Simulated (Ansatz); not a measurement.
C2H3SSi (SMILES [C-]#[Si]SC) (charge −1)

Input file:

```
crystal:
  periodic: [false, false, false]
  atoms:
    - {symbol: C, position_ang: [0.406391, -1.645394, 1.705407]}
    - {symbol: Si, position_ang: [-0.716994, -2.077301, 0.444209]}
    - {symbol: S, position_ang: [-0.949277, -0.454153, -1.004129]}
    - {symbol: C, position_ang: [0.149650, 0.846772, -0.379177]}
    - {symbol: H, position_ang: [0.092424, 1.705645, -1.054580]}
    - {symbol: H, position_ang: [-0.157927, 1.145047, 0.623878]}
    - {symbol: H, position_ang: [1.175723, 0.479374, -0.335618]}
basis:
  gaussian: {orbitals: "def2-TZVPPD.json"}
total_charge: -1
hamiltonian: {xc: pbe0, dispersion: d4}
output: {orbitals: {seedname: orbitals}}
```

Launched as:

```sh
ansatz run in.yaml --threads 2 --pin off --events-out ev --progress --plain --max-ram 4352MiB
```

Geometry: PBE0-D4/def2-TZVPD.

These are results of RKS PBE0-D4/def2-TZVPPD (Ansatz), not measurements.

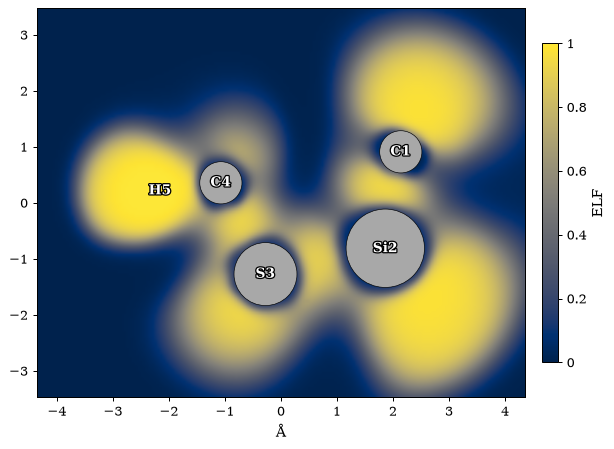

Figure 1. ELF on the plane of atoms C1, Si2 and S3. Grey discs cover the atomic cores.

**What does the map show?**

- Atoms in the plane: C, Si, S and H.
- C–Si (1.74 Å): the ELF peaks at about 0.90 between the atoms; a covalent bond.
- C–S (1.81 Å): the ELF peaks at about 0.90 between the atoms, as expected for localised, covalent bonding.
- Si–S (2.19 Å): the ELF peaks at about 0.90 between the atoms (a shared electron pair).
- C–H (1.09 Å): the ELF climbs to about 1 towards the hydrogen, as it does in any bond to H (an ordinary covalent bond to hydrogen).
- The ELF also peaks beside S3, Si2 and C1, away from the bonds: lone-pair regions.

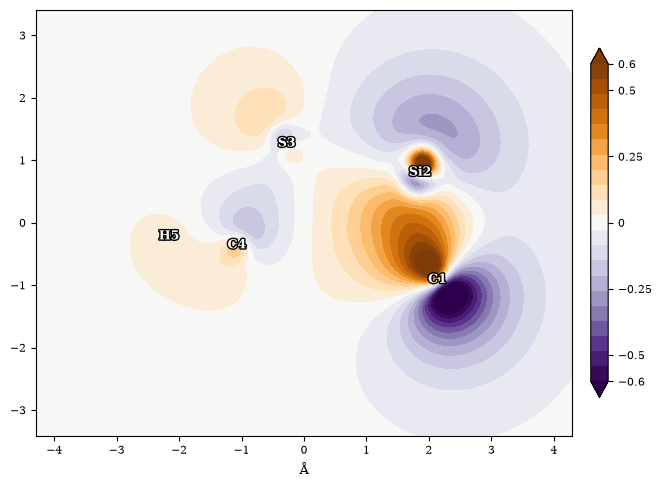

Figure 2. The HOMO−1 on the plane of atoms S3, C4 and H5 (values in Å⁻³ᐟ²; the overall sign is arbitrary).

**What is the character of this orbital?**

It lies mainly on C1 (about 55 %) and Si2 (about 40 %). Its energy is −0.88 eV.
